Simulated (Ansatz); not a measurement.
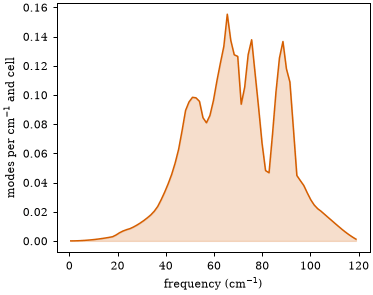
Phonon density of states of CsCl type RbBr; finite displacements on a 3×3×3 mesh, r2SCAN in Ansatz (a quantum-chemistry and plane-wave program), k mesh 6×6×6

The cell is a database entry relaxed within its symmetry; it need not be the phase found at ambient conditions.

**Question.** Where is the tallest peak, and is there a gap in the spectrum?

**Answer.** The tallest peak lies near 66 cm⁻¹. No clear gap shows at this resolution.

The PAW data sets were generated under PBE and serve the other functionals too.
